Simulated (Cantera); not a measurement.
Input: 1 mol Si, 1.6 mol Cl2, 0.37 mol H2, 2.2 mol HCl, equilibrated at 75.0 Torr.

These are equilibrium values from Cantera (NASA tables, ideal gas, pure condensed phases), not measurements of a reactor. Candidate condensed phases: Si; 19 gas species. The tables' values for SiCl3 are old estimates; treat these amounts as uncertain. The numbers say what is thermodynamically allowed, not how fast it happens.

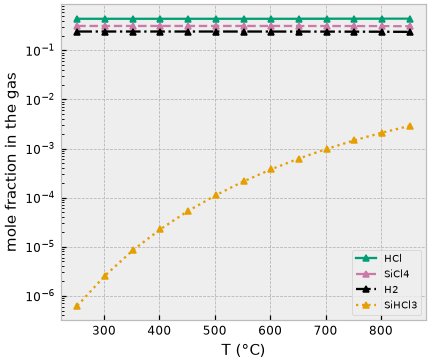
*Equilibrium gas composition (values under 1e-9 drawn at 1e-9)*

Problem. Read off the mole fractions at 452 °C.

Solution. HCl about 0.44, SiCl4 about 0.32, H2 about 0.24, SiHCl3 about 5.4e-5.
